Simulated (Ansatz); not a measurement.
```xyz
14

Si   -0.1799    0.3821   -0.0320
H    -0.4601    0.6868    1.4137
N     1.5392    0.4727   -0.2255
H     2.1071   -0.0600    0.4382
H     1.9097    0.3534   -1.1703
N    -0.7957    1.4271   -1.2804
H    -1.8025    1.4524   -1.4429
H    -0.3988    2.3653   -1.3530
N    -0.9328   -1.2093   -0.2229
H    -1.7235   -1.4222    0.3899
H    -1.1355   -1.5312   -1.1734
S     1.6178   -3.1951    0.7450
H     0.5174   -2.4380    0.3457
H     1.0671   -3.4877    1.9535
```

Method: RKS PBE/6-31G* (Ansatz).

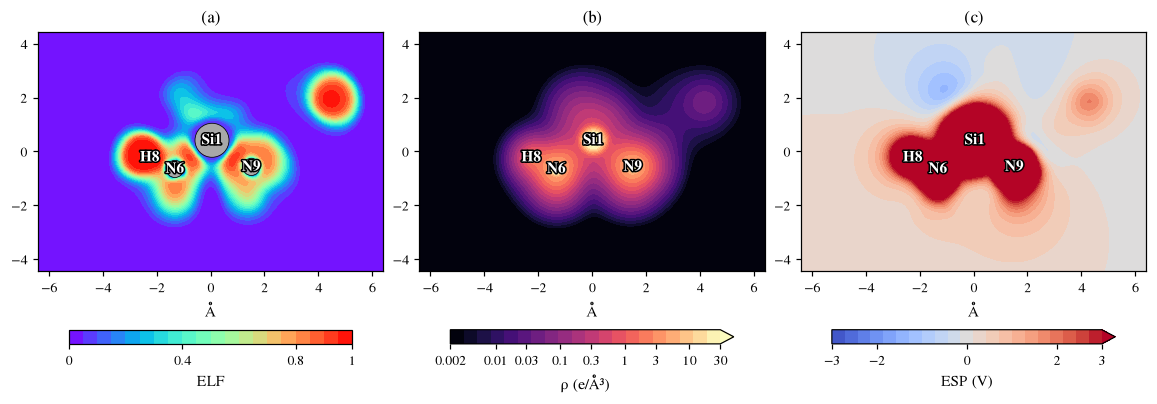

H7N3Si···H2S. (a) ELF; (b) electron density; (c) molecular electrostatic potential on the plane of atoms Si1, N6 and H8. Grey discs cover the atomic cores in the ELF map.

Read the bonding off the picture.

Answer.
- The section cuts through Si, N and H sites.
- Si–N (1.74 Å): the density is about 1.1 e/Å³ at the midpoint; the ELF peaks at about 0.90 between the atoms, as expected for a polar covalent bond.
- N–H (1.02 Å): ρ at the midpoint is about 2.7 e/Å³; the ELF climbs to about 1 towards the hydrogen, as it does in any bond to H; a covalent bond by its length.
- Outside the dense part of the complex the potential is most negative (−1.3 V) near N3, which lies off the plane.
